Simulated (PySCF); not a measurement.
**O$_{2}$S, SMILES `O=S=O`: what the electrons do**

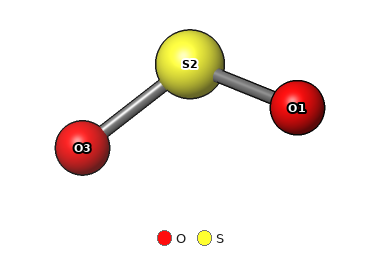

The molecule, with its atoms numbered as below. No frequency check shows the geometry to be a minimum.

Cartesian coordinates (Å):

```
O1       1.2186   -0.3781    0.0000
S2       0.0000    0.3781    0.0000
O3      -1.2186   -0.3781    0.0000
```

### 1. Bonding charge

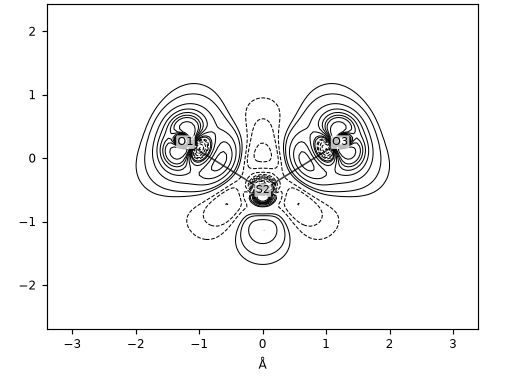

Deformation density (molecule less spherical, spin-averaged free atoms) in the molecular plane; contours at ±0.05 to ±0.8 e/Å³; solid lines: gain, dashed lines: loss.

PySCF calculation, B3LYP/6-31+G*, gas phase; geometry: GFN2-xTB.

Q: Describe the bonding that the map shows.

A: O1–S2 and S2–O3: +0.13 e/Å³ at the bond critical point (bond length 1.43 Å). In all, 0.9 electrons gather in the regions of gain relative to the promolecule. A small or negative value marks a very polar bond, one between electron-rich atoms, whose free-atom densities already overlap strongly, a long bond to a heavier atom, or a closed-shell contact such as a hydrogen bond.

### 2. Bond critical points

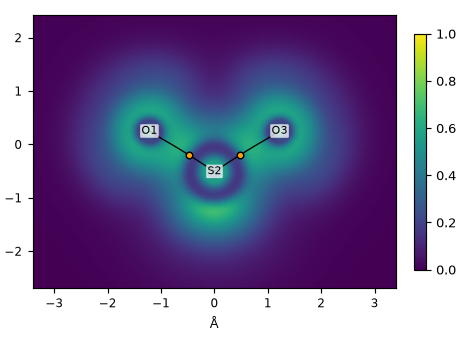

Localised orbital locator (LOL) in the molecular plane, with bond paths and bond critical points (dots).

Q: What values does LOL take at the bond critical points in this plane?

A: O1–S2 and S2–O3: about 0.34. Values above 0.5 mark slow, localised electrons, as in shared pairs; low values at a critical point mark a polar or closed-shell contact whose critical point lies between the shells.

Q: Where along O1–S2 does the critical point lie?

A: 0.87 Å from O1 and 0.56 Å from S2.

### 3. Local ionisation energy

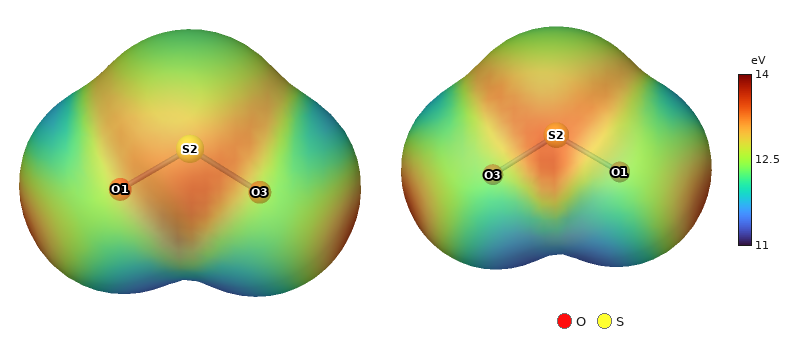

Average local ionisation energy on the surface of electron density 0.001 a.u. (back view left, front view right).

Q: Where are the most loosely bound electrons on this surface?

A: The lowest value is 11.4 eV, 1.9 Å from O3. Further minima include 11.8 eV, 1.8 Å from O3, and at like points elsewhere; 12.3 eV, 2.1 Å from S2. For comparison, the highest occupied orbital lies at −9.4 eV.

### 4. Excited states

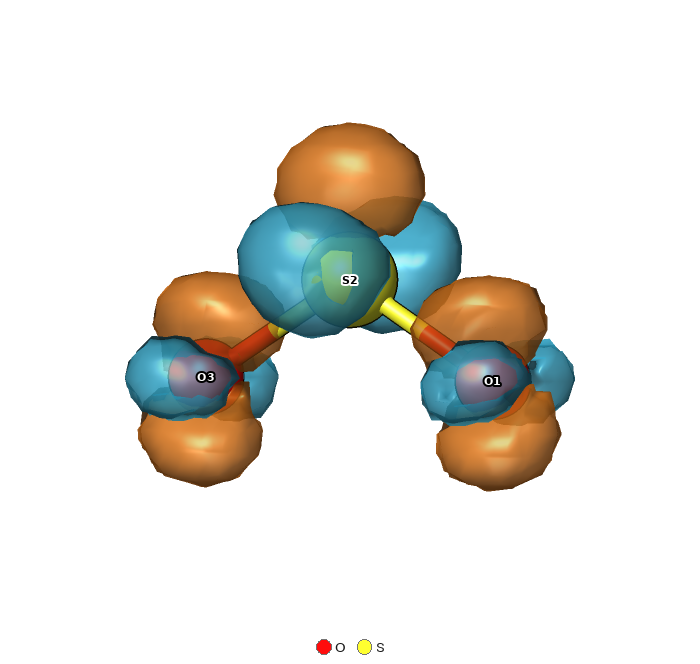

Unrelaxed difference density of T₁ less the ground state (full linear response triplet states), ±0.08 e/Å³; light blue: gain, orange: loss.

PySCF calculation, B3LYP/def2-TZVP, gas phase; geometry: GFN2-xTB. Without diffuse functions Rydberg states are missing, so the states' numbers hold for this basis only.

Q: How does the charge move on excitation?

A: 0.61 e is displaced in all, of which about 0.1 e passes between atoms: O1 and O3 (0.07 e each) lose electrons and S2 (0.14 e) gains them. The state: 3.04 eV (408 nm), spin-forbidden from the singlet ground state; the leading pair carries 100 %; hole on S2 (42 %) and O1 and O3 (29 % each), electron on S2 (56 %) and O1 and O3 (22 % each); their centroids lie 0.1 Å apart.

### 5. Localised orbitals

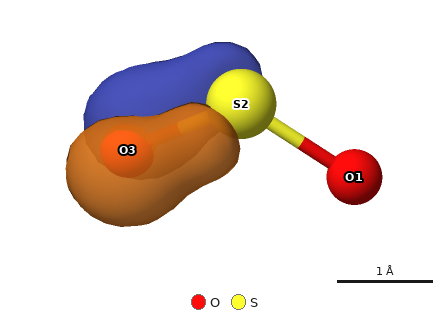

Intrinsic bond orbitals (IBO), occupied; each surface holds about 70 % of the orbital's density. Energies are diagonal elements of the Fock matrix.

PySCF calculation, ωB97X/def2-SVPD, gas phase; geometry: GFN2-xTB.

Q: What does this orbital represent?

A: π bond O3–S2 (O3 74 %, S2 24 %; −15.2 eV).

Q: How do all the valence pairs divide up?

A: 9 pairs: 5 lone pairs, 2 σ bonds and 2 two-centre π bonds.

### 6. The π system

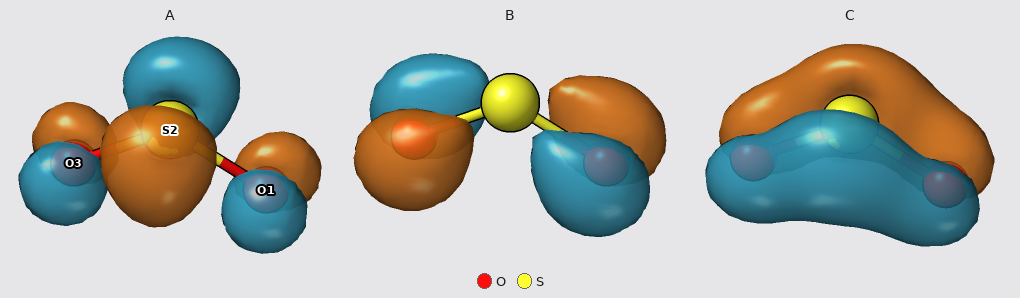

Natural orbitals of the π active space, CASSCF(4,3), singlet state, in random order.

Level of theory: def2-TZVP basis (PySCF), at a geometry from GFN2-xTB.

Q: Which orbitals are strongly, which singly and which weakly occupied?

A: Strongly: C (1.99), B (1.94). Weakly: A (0.07). Broadly, orbitals with more nodes between bonded atoms hold fewer electrons.

Q: How multiconfigurational is the state?

A: The leading determinant weighs 0.96; the effective number of unpaired electrons, Σ n²(2−n)², is 0.04; the most occupied of the weakly occupied orbitals holds 0.07 e, as in an ordinary closed-shell π system. The active space lowers the energy by 0.82 eV against Hartree–Fock.

Q: Where does the lowest triplet lie relative to the singlet, at this geometry and within this active space?

A: 5.27 eV above it by strongly contracted NEVPT2 (+3.83 eV by CASSCF); a small basis tends to put such gaps a few tenths of an eV too high. This is a vertical energy for π states alone; a state that uses lone pairs or σ orbitals may lie lower.

The PySCF runs shown took 4.9 s, 4.4 min, 8.8 s and 23 s on 1 thread of Arm Neoverse V1, with other jobs on the host.
